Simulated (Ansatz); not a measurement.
Electronic density of states of amorphous hafnium silicate (Si12Hf8O40), density 4.64 g/cm³, on a 2×2×2 Γ-centred mesh with a Gaussian width of 0.1 eV; energies count from the Fermi level, whose place inside the gap is arbitrary. Cell and mesh are small, so fine structure isn't converged. Calculation: PBE, scalar-relativistic without spin-orbit coupling (plane waves to 420 eV, PAW; Ansatz, an electronic-structure program). Sampling: a 2×2×2 Γ-centred mesh; Fermi-Dirac width 0.02 eV; no spin polarisation. At PBE the levels at the filled edge of the gap are localised (band-tail or defect states).

The cell was made by melting and quenching with the CHGNet potential and then relaxed with DFT. O atoms were pushed apart under 1.9 Å during the dynamics, to hinder bonds among them. The hot cell started wider than the set density and was brought back towards it in steps. It is the lowest in DFT energy of 2 quenches. It is a model cell: composition and starting density were chosen by hand, and all elements were melted together. No dispersion term was used. Its density started from a set value of 4.85 and ended at 4.64 g/cm³. The simulated quench (nominally 310 K/ps over its main leg) is rapid and tends to freeze in more defects than a deposited or slowly cooled glass has. A cell of this size samples the disorder only roughly. Volume and shape were free in the relaxation.

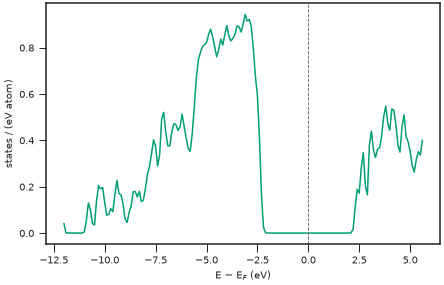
Figure. Density of states per atom

The level gap on this mesh is 4.63 eV; the broadening fills part of it in the curve.
